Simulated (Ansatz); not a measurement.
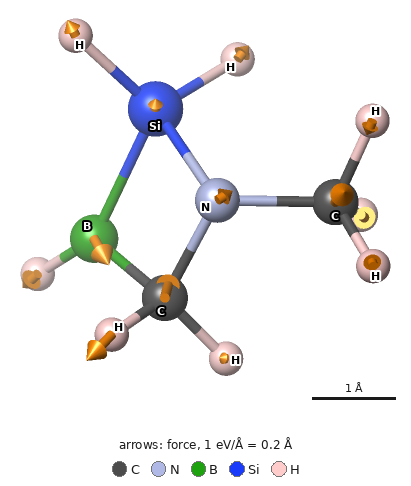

Starting geometry of C2H8BNSi (coarse preliminary run) with the computed forces as orange arrows. The picture is a ball-and-stick view, seen at a tilt.

The start comes from a force field.

Theory: RKS PBE-D4/def2-SVP in Ansatz.

The input:
```yaml
crystal:
  periodic: [false, false, false]
  atoms:
    - {symbol: C, position_ang: [-0.770500, 0.953000, 1.042600]}
    - {symbol: N, position_ang: [-0.522700, 0.550700, -0.338300]}
    - {symbol: C, position_ang: [-0.724100, -0.900300, -0.497500]}
    - {symbol: B, position_ang: [0.899400, -1.413600, -0.738800]}
    - {symbol: Si, position_ang: [1.237500, 0.443100, -0.590600]}
    - {symbol: H, position_ang: [-1.913600, 0.947000, 1.206300]}
    - {symbol: H, position_ang: [-0.496800, 2.064300, 1.157300]}
    - {symbol: H, position_ang: [-0.259400, 0.402100, 1.796000]}
    - {symbol: H, position_ang: [-1.314900, -1.102800, -1.331600]}
    - {symbol: H, position_ang: [-1.129600, -1.393600, 0.436600]}
    - {symbol: H, position_ang: [1.372600, -2.444100, -0.920900]}
    - {symbol: H, position_ang: [1.680700, 1.062500, -1.826900]}
    - {symbol: H, position_ang: [1.961800, 0.796900, 0.620600]}
basis:
  gaussian: {orbitals: def2-SVP}
hamiltonian: {xc: pbe, dispersion: d4}
relax: {f_tol: 0.03, max_steps: 200}
```

Launched with:
```bash
ansatz run in.yaml --threads 4 --pin off --events-out ev --progress --plain --max-ram 10444MiB
```

Is this structure relaxed? If not, where do the atoms go?

It isn't relaxed: the largest force vector, on C1, is 4.35 eV/Å. The final displacements have little in common with the starting forces (cosine between the two patterns 0.10). The atom that moves furthest after the best rigid fit is H8 (1.01 Å). By element the largest moves are H 1.01 Å, N 0.70 Å, C 0.42 Å, B 0.30 Å, Si 0.23 Å. Among the contacts that change: C3–B4 1.720 → 1.585 Å, B4–Si5 1.893 → 2.026 Å, C3–H9 1.042 → 1.125 Å, Si5–H12 1.452 → 1.517 Å. Among the angles between lasting bonds that change: C1–N2–Si5 108.6° → 138.4°, H12–Si5–H13 116.9° → 105.0°, C1–N2–C3 110.5° → 121.5°. The energy falls by 28.1 kcal/mol in 12 geometry steps. The largest force component goes from 3.1 to 0.016 eV/Å. The run took 20 s on 4 threads of Arm Neoverse V1, on a shared host.
